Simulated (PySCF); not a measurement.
# [Y(CH3)2]+: from a template to the relaxed complex

Task: relax [Y(CH3)2]+, compute its harmonic modes and analyse its electrons. It is a constructed species; whether it can be made isn't addressed.

Program: PySCF 2.14.0. Level of theory: PBE0, Y def2-SVP with ECP28, C def2-SVP, H def2-SVP; scalar-relativistic core potentials, no spin–orbit coupling. These are calculated values, not measurements.

1 further run of the same task is left out (for a known fault of the program).

### Step 1. The system as given

9 atoms, charge 1, spin multiplicity 1.

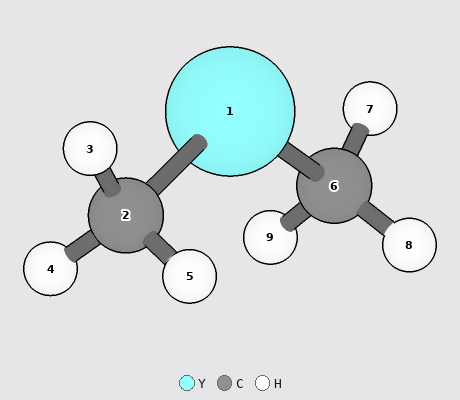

The starting geometry (yttrium teal, carbon grey, hydrogen white); atoms are numbered from 1 in the order of the file.

Coordinates:

```xyz
9
C2H6Y
Y     0.0000    0.0000    0.0000
C     2.1852    0.0000    0.9779
H     2.9365    0.0000    0.1883
H     2.3069    0.8900    1.5953
H     2.3069   -0.8900    1.5953
C    -2.1852    0.0000    0.9779
H    -2.9365    0.0000    0.1883
H    -2.3069   -0.8900    1.5953
H    -2.3069    0.8900    1.5953
```

Formal oxidation states: Y +3.

### Step 2. SCF at the start, singlet

run.py (the lines that set the calculation) reads:

```python
mol = gto.M(atom='''
Y      0.00000     0.00000     0.00000
C      2.18520     0.00000     0.97790
H      2.93650     0.00000     0.18830
H      2.30690     0.89000     1.59530
H      2.30690    -0.89000     1.59530
C     -2.18520     0.00000     0.97790
H     -2.93650     0.00000     0.18830
H     -2.30690    -0.89000     1.59530
H     -2.30690     0.89000     1.59530''',
    basis={'Y': 'def2-SVP', 'C': 'def2-SVP', 'H': 'def2-SVP'},
    ecp={'Y': 'def2-SVP'},
    charge=1, spin=0)
mf = dft.RKS(mol, xc='PBE0')
mf.grids.atom_grid = (50, 194)
mf = mf.density_fit()  # fitting sets: Y def2-universal-JKFIT, C def2-universal-JKFIT, H def2-universal-JKFIT
mf.conv_tol = 1e-08; mf.max_cycle = 55
mf.kernel(dm0)  # dm0: free metal ions and neutral atoms
```

Run with:

```bash
OMP_NUM_THREADS=2 python run.py
```

Log:

```text
init E= -117.257359457745
  HOMO = -0.49467594862953  LUMO = -0.310512514919846  gap/eV = 5.01134
cycle= 1 E= -117.503096564569  delta_E= -0.246  |g|= 0.754  |ddm|= 2.74
  HOMO = -0.329524242509141  LUMO = -0.312087017115014  gap/eV = 0.47449
cycle= 2 E= -117.147402037435  delta_E= 0.356  |g|= 1.24  |ddm|= 2.53
  HOMO = -0.389723932196976  LUMO = -0.254439798772884  gap/eV = 3.68127
cycle= 3 E= -117.670335749295  delta_E= -0.523  |g|= 0.111  |ddm|= 1.86
  HOMO = -0.408701787294156  LUMO = -0.28123699151902  gap/eV = 3.46849
cycle= 4 E= -117.675100151285  delta_E= -0.00476  |g|= 0.0272  |ddm|= 0.277
  HOMO = -0.403857130494542  LUMO = -0.274539605127574  gap/eV = 3.51891
cycle= 5 E= -117.675369972828  delta_E= -0.00027  |g|= 0.0029  |ddm|= 0.0489
  HOMO = -0.404135985937915  LUMO = -0.274535620166251  gap/eV = 3.52661
cycle= 6 E= -117.67537251521  delta_E= -2.54e-06  |g|= 0.000955  |ddm|= 0.00484
  HOMO = -0.404142568658578  LUMO = -0.274531236203652  gap/eV = 3.52690
cycle= 7 E= -117.675372826806  delta_E= -3.12e-07  |g|= 0.000111  |ddm|= 0.00128
  HOMO = -0.40414284714279  LUMO = -0.274540936420154  gap/eV = 3.52665
cycle= 8 E= -117.675372838354  delta_E= -1.15e-08  |g|= 2.67e-05  |ddm|= 0.000344
  HOMO = -0.404140682029444  LUMO = -0.274542871539955  gap/eV = 3.52654
cycle= 9 E= -117.675372839909  delta_E= -1.55e-09  |g|= 6.63e-06  |ddm|= 0.000156
  HOMO = -0.404140688759741  LUMO = -0.274542729486454  gap/eV = 3.52654
Extra cycle  E= -117.675372839976  delta_E= -6.67e-11  |g|= 2.55e-06  |ddm|= 2.79e-05
converged SCF energy = -117.675372839976
```

Run time: 1.9 s. Hardware: 2 threads of Arm Neoverse V1, shared host; peak memory 0.52 GiB.

Result: E = -117.675373 Eh, HOMO -11.00 eV, LUMO -7.47 eV, Mulliken charge on Y1 +1.35 e. 

### Step 3. Relaxation, singlet

Steps are kept in the start's point group, C2v.

run.py (the lines that set the calculation) reads:

```python
mol = gto.M(atom='''
Y      0.00000     0.00000    -0.25456
C      2.18520     0.00000     0.72334
H      2.93650     0.00000    -0.06626
H      2.30690     0.89000     1.34074
H      2.30690    -0.89000     1.34074
C     -2.18520     0.00000     0.72334
H     -2.93650     0.00000    -0.06626
H     -2.30690    -0.89000     1.34074
H     -2.30690     0.89000     1.34074''',
    basis={'Y': 'def2-SVP', 'C': 'def2-SVP', 'H': 'def2-SVP'},
    ecp={'Y': 'def2-SVP'},
    charge=1, spin=0)
mf = dft.RKS(mol, xc='PBE0')
mf.grids.atom_grid = (50, 194)
mf = mf.density_fit()  # fitting sets: Y def2-universal-JKFIT, C def2-universal-JKFIT, H def2-universal-JKFIT
mf.conv_tol = 1e-08; mf.max_cycle = 55
mf.kernel(dm0)  # dm0: an SCF of this state at this start
# quasi-Newton relaxation in Cartesian coordinates to a largest gradient under 0.00045 Eh/bohr, steps kept in the point group
```

Run with:

```bash
OMP_NUM_THREADS=2 python run.py
```

No log is kept here; the results follow.

Run time: 34 s. Hardware: 2 threads of Arm Neoverse V1, shared host.

Relaxation path:

```
step  energy from step 1 (eV)  largest force component (eV/Å)
   1                   0.0000                          2.1497
   2                  -0.2052                          1.0616
   3                  -0.3590                          0.3839
   4                  -0.4133                          0.4174
   5                  -0.4809                          0.1017
   6                  -0.5027                          0.0920
   7                  -0.5133                          0.1289
   8                  -0.5258                          0.1794
   9                  -0.5377                          0.2282
  10                  -0.5473                          0.2021
  11                  -0.5517                          0.0471
  12                  -0.5525                          0.0538
  13                  -0.5528                          0.0111
  14                  -0.5528                          0.0098
```

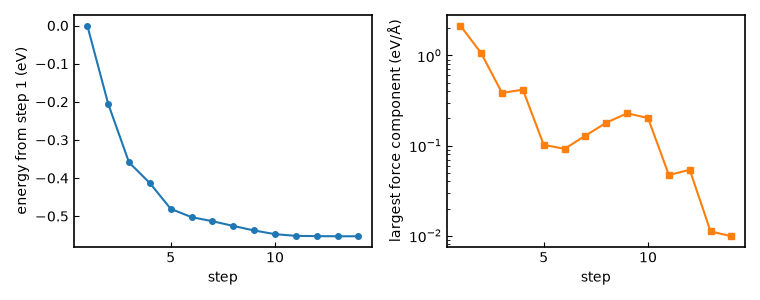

Energy and largest force along the relaxation.

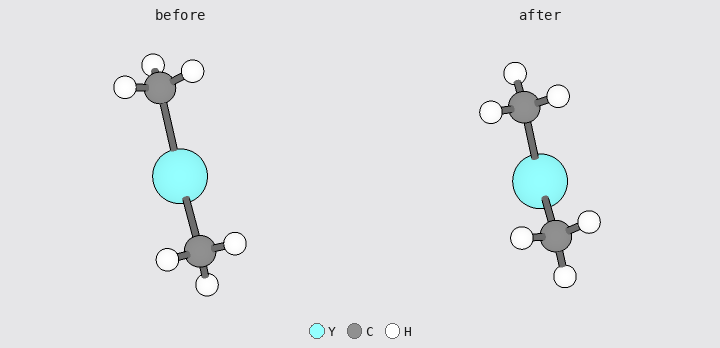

Before and after, at one scale.

Distances of close pairs at the start and the end, largest changes first:

```
 bond  before (Å)  after (Å)  change (Å)
Y1–C2       2.394      2.235      -0.159
Y1–C6       2.394      2.235      -0.159
C2–H4       1.090      1.107      +0.017
C2–H5       1.090      1.107      +0.017
C6–H8       1.090      1.107      +0.017
C6–H9       1.090      1.107      +0.017
C2–H3       1.090      1.106      +0.016
C6–H7       1.090      1.106      +0.016
```

It ends in C2v at E = -117.695689 Eh.

```
atom    x (Å)    y (Å)    z (Å)
  Y1   0.0000   0.0000  -0.7349
  C2   1.7246   0.0000   0.6860
  H3   2.7147   0.0000   0.1924
  H4   1.6820   0.8848   1.3502
  H5   1.6820  -0.8848   1.3502
  C6  -1.7246   0.0000   0.6860
  H7  -2.7147   0.0000   0.1924
  H8  -1.6820  -0.8848   1.3502
  H9  -1.6820   0.8848   1.3502
```

### Step 4. The relaxed geometry turned into its symmetry frame

run.py (the lines that set the calculation) reads:

```python
mol = gto.M(atom='''
Y      0.00000     0.00000    -0.37306
C      1.72460     0.00000     1.04787
H      2.71470     0.00000     0.55424
H      1.68203     0.88483     1.71202
H      1.68203    -0.88483     1.71202
C     -1.72460     0.00000     1.04787
H     -2.71470     0.00000     0.55424
H     -1.68203    -0.88483     1.71202
H     -1.68203     0.88483     1.71202''',
    basis={'Y': 'def2-SVP', 'C': 'def2-SVP', 'H': 'def2-SVP'},
    ecp={'Y': 'def2-SVP'},
    charge=1, spin=0)
mf = dft.RKS(mol, xc='PBE0')
mf.grids.atom_grid = (50, 194)
mf = mf.density_fit()  # fitting sets: Y def2-universal-JKFIT, C def2-universal-JKFIT, H def2-universal-JKFIT
mf.conv_tol = 1e-08; mf.max_cycle = 55
mf.kernel(dm0)  # dm0: free metal ions and neutral atoms
```

Run with:

```bash
OMP_NUM_THREADS=2 python run.py
```

Log:

```text
init E= -117.287402487447
  HOMO = -0.530061713807338  LUMO = -0.305945212116045  gap/eV = 6.09852
cycle= 1 E= -117.519126064076  delta_E= -0.232  |g|= 0.786  |ddm|= 2.77
  HOMO = -0.335846214478347  LUMO = -0.27827114267537  gap/eV = 1.56670
cycle= 2 E= -117.156512109598  delta_E= 0.363  |g|= 1.29  |ddm|=  2.6
  HOMO = -0.425787380186765  LUMO = -0.24606281888145  gap/eV = 4.89055
cycle= 3 E= -117.691041828518  delta_E= -0.535  |g|= 0.107  |ddm|= 1.97
  HOMO = -0.437223492388203  LUMO = -0.267318907960679  gap/eV = 4.62334
cycle= 4 E= -117.695353358316  delta_E= -0.00431  |g|= 0.0307  |ddm|= 0.268
  HOMO = -0.431049838461186  LUMO = -0.259766840403252  gap/eV = 4.66085
cycle= 5 E= -117.695681324553  delta_E= -0.000328  |g|= 0.00487  |ddm|= 0.0623
  HOMO = -0.431716093363535  LUMO = -0.260149847403511  gap/eV = 4.66856
cycle= 6 E= -117.695688076915  delta_E= -6.75e-06  |g|= 0.00136  |ddm|= 0.00862
  HOMO = -0.431695333660999  LUMO = -0.260049721507732  gap/eV = 4.67072
cycle= 7 E= -117.695688736367  delta_E= -6.59e-07  |g|= 0.00021  |ddm|= 0.00257
  HOMO = -0.431686051043002  LUMO = -0.260044090204566  gap/eV = 4.67062
cycle= 8 E= -117.695688766066  delta_E= -2.97e-08  |g|= 4.78e-05  |ddm|= 0.000647
  HOMO = -0.431673429943083  LUMO = -0.260036413977815  gap/eV = 4.67048
cycle= 9 E= -117.69568877009  delta_E= -4.02e-09  |g|= 1.27e-05  |ddm|= 0.000357
  HOMO = -0.431672185466778  LUMO = -0.260034102787873  gap/eV = 4.67051
Extra cycle  E= -117.69568877018  delta_E= -8.95e-11  |g|= 8.36e-06  |ddm|= 5.63e-05
converged SCF energy = -117.69568877018
```

Run time: 1.1 s. Hardware: 2 threads of Arm Neoverse V1, shared host.

It gives: E = -117.695689 Eh, HOMO -11.75 eV, LUMO -7.08 eV, Mulliken charge on Y1 +1.24 e. 

### Step 5. Harmonic vibrations

run.py (the lines that set the calculation), as its differences from that of step 4:

```diff
@@ -16,3 +16,4 @@
 mf = mf.density_fit()  # fitting sets: Y def2-universal-JKFIT, C def2-universal-JKFIT, H def2-universal-JKFIT
-mf.conv_tol = 1e-08; mf.max_cycle = 55
-mf.kernel(dm0)  # dm0: free metal ions and neutral atoms
+mf.conv_tol = 1e-10; mf.max_cycle = 55
+mf.kernel(dm0)  # dm0: the density of the relaxed state
+# Hessian and dipole derivatives by central differences of gradients, 0.02 bohr
```

Run with:

```bash
OMP_NUM_THREADS=2 python run.py
```

The driver keeps no SCF log for this step, only its results.

Wall time 46 s (2 threads of Arm Neoverse V1, shared host).

Point group C2v; negative numbers are unstable modes, and those under 60 cm⁻¹ are near the numerical noise:

```
cm⁻¹  km/mol  symmetry
 -66     0.0        a2
  16     2.3        b2
 122     0.5        a1
 336     0.0        a2
 360    55.0        b2
 387    12.6        b1
 439     2.6        a1
 496   119.9        b1
 523    31.1        a1
1158     4.7        b1
1162     5.7        a1
1368     0.0        a2
1373     5.1        b1
1376    30.9        b2
1383    19.8        a1
3004    10.1        b1
3007     5.3        a1
3106     0.0        a2
3108     0.0        b2
3116     0.0        a1
3117     0.1        b1
```

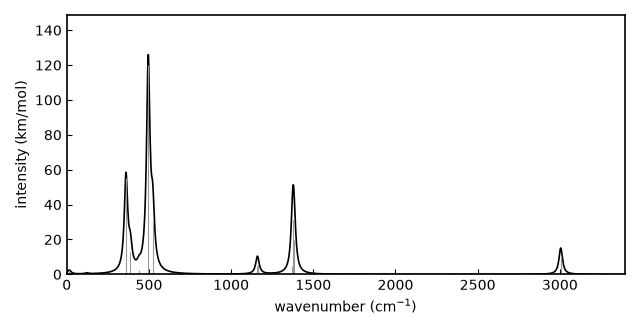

The infrared spectrum from the harmonic lines. Lines are broadened to a width of 25 cm⁻¹ (Lorentzian).

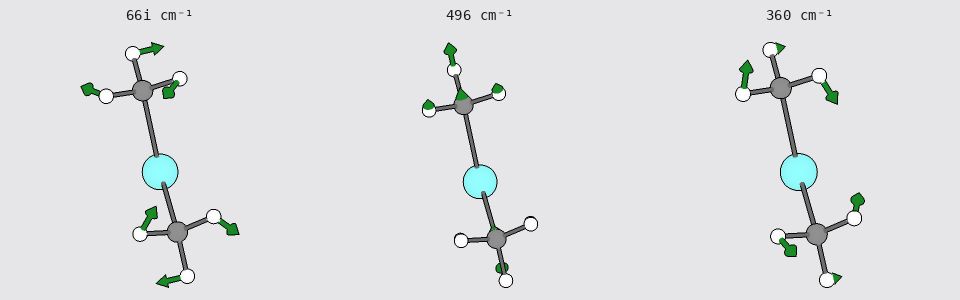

How the atoms move in 3 of the modes.

[end of part 1 of 2]
